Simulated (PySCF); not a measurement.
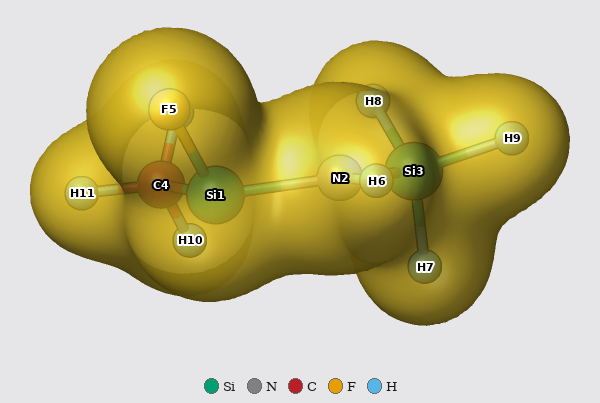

The picture shows: CH₇FNSi₂ (SMILES C[Si](F)N[SiH3]) (doublet). Isosurface of the electron density at 0.1 e/Å³ (yellow), seen from one side.

Geometry: PBE0-D3(BJ)/def2-SVP.

Method: UKS B3LYP, IGLO-III on C F N Si, pcH-1 on H, non-relativistic, mean-field spin-orbit, GIAO (PySCF).

```yaml
atoms:
  - { symbol: Si, position_ang: [0.8021, 1.1568, -0.5967] }
  - { symbol: N, position_ang: [-0.7537, 0.9992, 0.1526] }
  - { symbol: Si, position_ang: [-1.6566, -0.4421, 0.5572] }
  - { symbol: C, position_ang: [1.6144, -0.5283, -0.6795] }
  - { symbol: F, position_ang: [1.7391, 2.1304, 0.3292] }
  - { symbol: H, position_ang: [-1.2739, 1.8665, 0.2631] }
  - { symbol: H, position_ang: [-2.1795, -1.1652, -0.6452] }
  - { symbol: H, position_ang: [-0.7963, -1.3997, 1.3137] }
  - { symbol: H, position_ang: [-2.8180, -0.0293, 1.3996] }
  - { symbol: H, position_ang: [1.0216, -1.2285, -1.2882] }
  - { symbol: H, position_ang: [2.6163, -0.4486, -1.1257] }
  - { symbol: H, position_ang: [1.7202, -0.9434, 0.3367] }
```

**What does this surface tell about the bonding?**

At this value the surface is in one piece. It bridges the sampled Si–F (1.64 Å), Si–N (1.73 Å), C–Si (1.87 Å) and N–H (1.02 Å) contacts, where the density stays above the isovalue. On the grid the lowest density along these lines, outside the cores, is 0.89 e/Å³ (Si–F, 1.64 Å), 0.91 e/Å³ (Si–N, 1.73 Å), 0.83 e/Å³ (C–Si, 1.87 Å) and 2.2 e/Å³ (N–H, 1.02 Å).
